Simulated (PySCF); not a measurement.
**Ge(OH)2: triplet, from a linear start**

The task is one start of a wider search on Ge(OH)2: the triplet, built as linear. It is relaxed, tested by its Hessian and followed downhill if it is a saddle.

Computed with PySCF 2.14.0. Level: PBE0, basis Ge def2-SVP, O def2-SVP, H def2-SVP, no relativity, density fitting.

## Step 1: Where the work starts

5 atoms, charge 0, spin multiplicity 3.

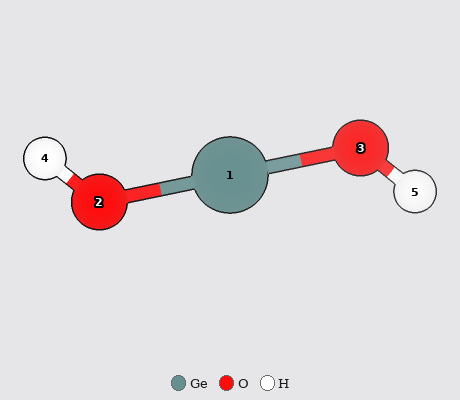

The starting geometry (germanium teal, oxygen red, hydrogen white); atoms are numbered from 1 in the order of the file.

```xyz
5
charge 0 multiplicity 3
Ge    0.0000    0.0000    0.0000
O     0.0000    0.0000    1.8400
O     0.0000    0.0000   -1.8400
H    -0.7354    0.0000    2.4571
H     0.7354    0.0000   -2.4571
```

## Step 2: Linear start, triplet: relaxation

The steps below are one call of a driver around PySCF. For each, scf.py gives the equivalent set-up of the SCF; relaxations use the driver's own optimiser. Before each start the driver seeks the lowest SCF state from one or more starting densities and follows internal instabilities, so scf.py alone need not reach the same state.

The program finds C2h symmetry in the start, which this walk keeps. Threshold on the gradient: 0.0003 Eh/bohr, with a further test on the energy change.

scf.py

```python
from pyscf import gto, scf, dft
mol = gto.M(atom='''
Ge     0.000000     0.000000     0.000000
O     -0.000000     0.000000     1.840000
O      0.000000     0.000000    -1.840000
H     -0.735400     0.000000     2.457100
H      0.735400     0.000000    -2.457100''',
    basis={'Ge': 'def2-SVP', 'O': 'def2-SVP', 'H': 'def2-SVP'},
    charge=0, spin=2)
mf = dft.UKS(mol, xc='PBE0')
mf.grids.atom_grid = (50, 194)
aux = {'Ge': 'def2-universal-JKFIT', 'O': 'def2-universal-JKFIT', 'H': 'def2-universal-JKFIT'}
mf = mf.density_fit(auxbasis=aux)
mf.kernel()
```

After this run come: Vibrations and properties at this point; Downhill along the imaginary mode; Hessian and properties.

**Question.** What will these runs give? Wanted: minimum; geometry; wavenumbers; dipole moment; highest occupied, lowest empty level; polar-tensor charge of Ge1; zero-point energy; atomisation energy; ⟨S²⟩.

As calculated:

| quantity | value |
| --- | --- |
| minimum | triplet, C2 |
| geometry | Ge–O 1.804 Å (×2), O–H 0.967 Å (×2); Ge–O–H 109.2° (×2), O–Ge–O 117.3° |
| wavenumbers (cm⁻¹) | 194 (a), 340 (a), 353 (b), 622 (a), 652 (b), 907 (a), 922 (b), 3854 (b), 3858 (a) |
| dipole moment | 0.46 D |
| highest occupied, lowest empty level (either spin) | -4.69, -4.20 eV |
| polar-tensor charge of Ge1 | +0.59 e |
| zero-point energy | 70.0 kJ/mol |
| entropy at 298.15 K | 293.2 J/(mol K) |
| atomisation energy (no zero-point energy) | 1432 kJ/mol |
| ⟨S²⟩ | 2.005 |

**Reading.** The linear start (C2h) ends in a minimum of C2 symmetry, after a first stop at a saddle point 64.9 kJ/mol higher, from which it was pushed off along an imaginary mode. The strongest infrared band lies at 3854 cm⁻¹ (b). Most of the spin sits on Ge1 (Mulliken spin 1.56, against 2 for the whole molecule). Other starts or spin states, not run here, may lie lower.
